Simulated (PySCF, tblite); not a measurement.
# C₇H₃F₃: dynamics, then NMR shifts on frames, part 2 of 2

tblite 0.8.0 and PySCF 2.14.0. Atoms count from 0. The steps go on from the part before.

## Step 5: NMR shieldings: 625 fs, PBE0/pcSseg-1

What the job is given:

```
{"job": {"kind": "nmr", "xc": "PBE0", "basis": "pcSseg-1", "pop": false}, "charge": 0, "multiplicity": 1}
C      3.820000    -0.786100     0.551300
C      2.645100    -0.530600     0.560000
C      1.280000    -0.401500     0.625300
C      0.046400    -0.327300     0.746000
C     -1.365700    -0.211000     0.798500
C     -2.208700    -0.841200     0.047200
C     -3.629500    -1.038700     0.539500
F     -4.552200    -1.627900    -0.288400
F     -4.012300     0.102600     1.048700
F     -3.669300    -1.876500     1.665600
H      4.763600    -1.106400     0.277000
H     -1.736400     0.348300     1.661000
H     -1.662900    -1.571800    -0.693200
```

Method: GIAO PBE0/pcSseg-1 NMR shielding, non-relativistic, gas phase.

Output:

```text
coarse grid: 12720 points
cycle   1  E = -567.0062900605  dE =  1.726e+00  |g| = 9.337e-01  |ddm| = 3.799e+00
cycle   2  E = -566.8236380640  dE =  1.827e-01  |g| = 1.448e+00  |ddm| = 1.383e+00
cycle   3  E = -567.1582328944  dE = -3.346e-01  |g| = 1.398e-01  |ddm| = 8.582e-01
cycle   4  E = -567.1602319678  dE = -1.999e-03  |g| = 1.058e-01  |ddm| = 1.900e-01
cycle   5  E = -567.1630109582  dE = -2.779e-03  |g| = 3.610e-02  |ddm| = 9.777e-02
cycle   6  E = -567.1633159791  dE = -3.050e-04  |g| = 9.970e-03  |ddm| = 3.252e-02
cycle   7  E = -567.1633397933  dE = -2.381e-05  |g| = 1.927e-03  |ddm| = 9.750e-03
cycle   8  E = -567.1633406804  dE = -8.872e-07  |g| = 5.969e-04  |ddm| = 2.202e-03
final grid: 129384 points
cycle   9  E = -567.2454933960  dE = -4.541e-05  |g| = 6.621e-03  |ddm| = 9.253e-02
cycle  10  E = -567.2454886672  dE =  4.729e-06  |g| = 9.052e-03  |ddm| = 1.330e-02
cycle  11  E = -567.2455022795  dE = -1.361e-05  |g| = 1.122e-03  |ddm| = 6.307e-03
cycle  12  E = -567.2455024567  dE = -1.772e-07  |g| = 6.805e-04  |ddm| = 1.402e-03
cycle  13  E = -567.2455025757  dE = -1.190e-07  |g| = 2.055e-04  |ddm| = 6.345e-04
cycle  14  E = -567.2455025855  dE = -9.830e-09  |g| = 6.031e-05  |ddm| = 1.988e-04
cycle  15  E = -567.2455025863  dE = -7.739e-10  |g| = 1.474e-05  |ddm| = 5.850e-05
converged SCF energy = -567.2455025863

GIAO shielding tensors (ppm)
atom      isotropic    diamagn.    paramagn.     s11        s22        s33       span
  0 C       99.374     267.360    -167.986     19.834     36.950    241.338    221.504
  1 C      109.594     252.045    -142.451     16.984     21.216    290.581    273.597
  2 C       89.582     245.714    -156.132     30.565     36.124    202.058    171.493
  3 C      109.061     254.941    -145.880      7.538     11.299    308.348    300.810
  4 C       55.063     264.008    -208.945    -53.870     60.608    158.451    212.321
  5 C       43.681     256.899    -213.218    -72.043     71.020    132.068    204.111
  6 C       48.914     248.833    -199.919     37.761     44.594     64.387     26.625
  7 F      242.751     467.235    -224.484    154.743    224.976    348.532    193.789
  8 F      256.177     474.252    -218.075    187.489    270.665    310.378    122.888
  9 F      180.634     472.547    -291.913     58.790    140.393    342.719    283.928
 10 H       29.602      34.285      -4.683     24.460     25.282     39.065     14.605
 11 H       25.236      30.753      -5.517     21.603     24.184     29.919      8.316
 12 H       23.639      29.413      -5.773     20.898     22.761     27.260      6.361
```

It took 39 s on 1 thread of Arm Neoverse N1, shared host; peak memory 0.83 GiB.

In short: δ C5 143.2, C6 138.0, C4 131.9, C2 97.3, H12 8.08, H11 6.48 ppm.

## Step 6: Nuclear shieldings: 800 fs, PBE0/pcSseg-1

What the job is given:

```
{"job": {"kind": "nmr", "xc": "PBE0", "basis": "pcSseg-1", "pop": false}, "charge": 0, "multiplicity": 1}
C      3.665600    -0.766000     0.277100
C      2.495700    -0.667100     0.563000
C      1.160100    -0.408000     0.490600
C     -0.064100    -0.354000     0.491800
C     -1.403400    -0.220700     0.742900
C     -2.360600    -0.904400     0.078000
C     -3.834100    -0.862100     0.542000
F     -4.652800    -1.582400    -0.221400
F     -4.220900     0.370100     0.885100
F     -3.862600    -1.478300     1.775500
H      4.716300    -0.980600     0.304900
H     -1.660600     0.544400     1.452300
H     -2.066800    -1.677500    -0.660000
```

Method: GIAO PBE0/pcSseg-1 NMR shielding, non-relativistic, gas phase.

Output:

```text
coarse grid: 12720 points
cycle   1  E = -567.0229307226  dE =  1.746e+00  |g| = 9.234e-01  |ddm| = 3.796e+00
cycle   2  E = -566.8494445932  dE =  1.735e-01  |g| = 1.414e+00  |ddm| = 1.350e+00
cycle   3  E = -567.1713391590  dE = -3.219e-01  |g| = 1.425e-01  |ddm| = 8.328e-01
cycle   4  E = -567.1738374682  dE = -2.498e-03  |g| = 1.012e-01  |ddm| = 1.907e-01
cycle   5  E = -567.1764068508  dE = -2.569e-03  |g| = 3.127e-02  |ddm| = 9.359e-02
cycle   6  E = -567.1766224144  dE = -2.156e-04  |g| = 1.098e-02  |ddm| = 2.822e-02
cycle   7  E = -567.1766514081  dE = -2.899e-05  |g| = 2.288e-03  |ddm| = 9.552e-03
cycle   8  E = -567.1766525113  dE = -1.103e-06  |g| = 9.530e-04  |ddm| = 2.507e-03
final grid: 129384 points
cycle   9  E = -567.2578964654  dE = -4.110e-05  |g| = 6.813e-03  |ddm| = 7.073e-02
cycle  10  E = -567.2578844605  dE =  1.200e-05  |g| = 1.016e-02  |ddm| = 1.312e-02
cycle  11  E = -567.2579052611  dE = -2.080e-05  |g| = 2.561e-03  |ddm| = 8.043e-03
cycle  12  E = -567.2579069984  dE = -1.737e-06  |g| = 7.109e-04  |ddm| = 2.363e-03
cycle  13  E = -567.2579071191  dE = -1.207e-07  |g| = 1.650e-04  |ddm| = 6.102e-04
cycle  14  E = -567.2579071233  dE = -4.196e-09  |g| = 9.519e-05  |ddm| = 1.762e-04
cycle  15  E = -567.2579071254  dE = -2.120e-09  |g| = 2.035e-05  |ddm| = 7.693e-05
cycle  16  E = -567.2579071255  dE = -6.537e-11  |g| = 1.121e-05  |ddm| = 2.157e-05
converged SCF energy = -567.2579071255

GIAO shielding tensors (ppm)
atom      isotropic    diamagn.    paramagn.     s11        s22        s33       span
  0 C       94.122     262.194    -168.072     24.704     31.534    226.128    201.424
  1 C      111.666     262.789    -151.124     20.243     21.645    293.109    272.867
  2 C       82.377     251.067    -168.691     25.756     35.961    185.413    159.657
  3 C      112.225     254.756    -142.531      7.991     13.221    315.462    307.470
  4 C       58.125     262.152    -204.026    -55.106     63.630    165.853    220.959
  5 C       33.135     255.856    -222.721    -88.579     59.359    128.625    217.204
  6 C       51.575     251.614    -200.040     42.475     51.626     60.623     18.148
  7 F      259.715     466.806    -207.091    192.062    250.722    336.362    144.300
  8 F      250.813     474.433    -223.621    173.393    247.213    331.832    158.439
  9 F      199.398     472.971    -273.573    102.895    164.994    330.304    227.409
 10 H       28.573      30.996      -2.423     24.296     24.427     36.996     12.700
 11 H       25.062      31.653      -6.591     21.724     23.395     30.066      8.342
 12 H       24.376      30.903      -6.527     21.523     23.179     28.426      6.902
```

It took 42 s on 1 thread of Arm Neoverse N1, shared host; peak memory 0.83 GiB.

In short: δ C5 153.8, C6 135.4, C4 128.8, C2 104.5, H12 7.34, H11 6.66 ppm.

## Step 7: Nuclear shieldings: 1000 fs, PBE0/pcSseg-1

What the job is given:

```
{"job": {"kind": "nmr", "xc": "PBE0", "basis": "pcSseg-1", "pop": false}, "charge": 0, "multiplicity": 1}
C      3.503500    -0.743000    -0.087900
C      2.375000    -0.899300     0.274700
C      1.108300    -0.960300     0.746300
C     -0.080800    -0.991000     0.852500
C     -1.412500    -0.830800     1.236700
C     -2.472300    -1.235600     0.506200
C     -3.859300    -0.955300     0.866800
F     -4.626300    -1.654400    -0.027700
F     -4.133900     0.337200     0.888200
F     -4.210300    -1.400900     2.041800
H      4.451800    -0.653300    -0.510300
H     -1.678300    -0.397400     2.206500
H     -2.362700    -1.815900    -0.428300
```

With the program's defaults for keys left out, this is: GIAO PBE0/pcSseg-1 NMR shielding, non-relativistic, gas phase.

Output:

```text
coarse grid: 12720 points
cycle   1  E = -567.0449278432  dE =  1.946e+00  |g| = 8.956e-01  |ddm| = 3.819e+00
cycle   2  E = -566.9249068343  dE =  1.200e-01  |g| = 1.277e+00  |ddm| = 1.302e+00
cycle   3  E = -567.1796668797  dE = -2.548e-01  |g| = 1.474e-01  |ddm| = 7.911e-01
cycle   4  E = -567.1830767995  dE = -3.410e-03  |g| = 8.815e-02  |ddm| = 1.838e-01
cycle   5  E = -567.1849756667  dE = -1.899e-03  |g| = 2.746e-02  |ddm| = 8.218e-02
cycle   6  E = -567.1851372968  dE = -1.616e-04  |g| = 9.940e-03  |ddm| = 2.582e-02
cycle   7  E = -567.1851606076  dE = -2.331e-05  |g| = 1.978e-03  |ddm| = 8.845e-03
cycle   8  E = -567.1851615295  dE = -9.219e-07  |g| = 6.339e-04  |ddm| = 2.320e-03
final grid: 129384 points
cycle   9  E = -567.2652758512  dE = -4.319e-05  |g| = 5.751e-03  |ddm| = 7.043e-02
cycle  10  E = -567.2652719855  dE =  3.866e-06  |g| = 7.585e-03  |ddm| = 1.192e-02
cycle  11  E = -567.2652826207  dE = -1.064e-05  |g| = 1.645e-03  |ddm| = 6.231e-03
cycle  12  E = -567.2652832215  dE = -6.008e-07  |g| = 6.621e-04  |ddm| = 1.687e-03
cycle  13  E = -567.2652833375  dE = -1.161e-07  |g| = 1.361e-04  |ddm| = 5.932e-04
cycle  14  E = -567.2652833412  dE = -3.695e-09  |g| = 4.774e-05  |ddm| = 1.199e-04
cycle  15  E = -567.2652833416  dE = -4.236e-10  |g| = 1.470e-05  |ddm| = 4.250e-05
converged SCF energy = -567.2652833416

GIAO shielding tensors (ppm)
atom      isotropic    diamagn.    paramagn.     s11        s22        s33       span
  0 C       99.386     263.598    -164.212     30.424     35.219    232.516    202.092
  1 C      114.407     251.378    -136.970     23.571     25.808    293.843    270.271
  2 C       89.520     257.941    -168.421     28.595     40.002    199.964    171.368
  3 C      111.310     257.083    -145.772     10.321     14.533    309.077    298.755
  4 C       55.800     258.697    -202.897    -65.205     68.676    163.929    229.134
  5 C       35.214     256.502    -221.288    -89.181     61.802    133.020    222.201
  6 C       58.761     248.336    -189.575     49.237     59.566     67.481     18.244
  7 F      238.528     469.750    -231.221    168.733    194.848    352.004    183.272
  8 F      246.892     475.775    -228.883    179.073    237.242    324.361    145.288
  9 F      261.553     467.655    -206.102    197.553    259.513    327.593    130.040
 10 H       29.632      34.112      -4.480     25.056     25.211     38.630     13.574
 11 H       24.747      30.909      -6.162     21.663     22.874     29.703      8.040
 12 H       24.636      31.714      -7.078     21.862     22.628     29.419      7.557
```

Run time: 41 s. Hardware: 1 thread of Arm Neoverse N1, shared host; peak memory 0.83 GiB.

Key values: δ C5 151.7, C4 131.1, C6 128.2, C2 97.4, H12 7.08, H11 6.97 ppm.

## Step 8: Side by side: NMR shifts

Shifts (ppm) of some atoms, chosen among heavy atoms and hydrogens apart, with basis size and wall time:

| frame | C6 | C5 | H12 | H10 | F9 | F7 | F8 | functions | time |
| --- | --- | --- | --- | --- | --- | --- | --- | --- | --- |
| 250 fs | 134.7 | 133.2 | 6.23 | 3.76 | -58.3 | -68.1 | -84.3 | 185 | 42 s |
| 425 fs | 140.2 | 143.6 | 6.80 | 2.28 | -33.7 | -58.2 | -66.0 | 185 | 41 s |
| 625 fs | 138.0 | 143.2 | 8.08 | 2.11 | -9.7 | -71.8 | -85.2 | 185 | 39 s |
| 800 fs | 135.4 | 153.8 | 7.34 | 3.14 | -28.5 | -88.8 | -79.9 | 185 | 42 s |
| 1000 fs | 128.2 | 151.7 | 7.08 | 2.08 | -90.6 | -67.6 | -75.9 | 185 | 41 s |

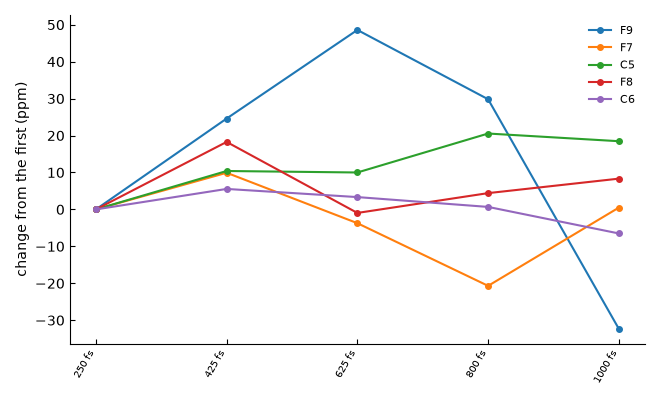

How five of the tabulated atoms move from run to run.

## Step 9: Outcome

This closing draws on all 2 parts.

```
                                        quantity                                            value
                                      thermostat                                            400 K
                   mean temperature, second half                                            360 K
         mean potential energy above the minimum                                          0.58 eV
  ¹³C shifts against TMS (PBE0/pcSseg-1, 250 fs)  134.7, 133.2, 123.3, 99.9, 93.5, 78.8, 72.1 ppm
   ¹H shifts against TMS (PBE0/pcSseg-1, 250 fs)                             6.60, 6.23, 3.76 ppm
¹⁹F shifts against CFCl3 (PBE0/pcSseg-1, 250 fs)                          -58.3, -68.1, -84.3 ppm
                        range of the shift of F9                                -90.6 to -9.7 ppm
```

In the second half the potential energy averages 0.58 eV above the minimum; equipartition over 33 harmonic modes at 400 K would give 0.57 eV. With 13 atoms the temperature swings widely (165 to 769 K). Shifts at one fixed geometry are not the observed spectrum, which averages over the motion. In the first frame run (250 fs): Shielding is most anisotropic at C3 (span 304 ppm, paramagnetic term -137 ppm). In ppm, F9 moves most: its shift spreads over 80.9 ppm, from -90.6 (1000 fs) to -9.7 (625 fs).
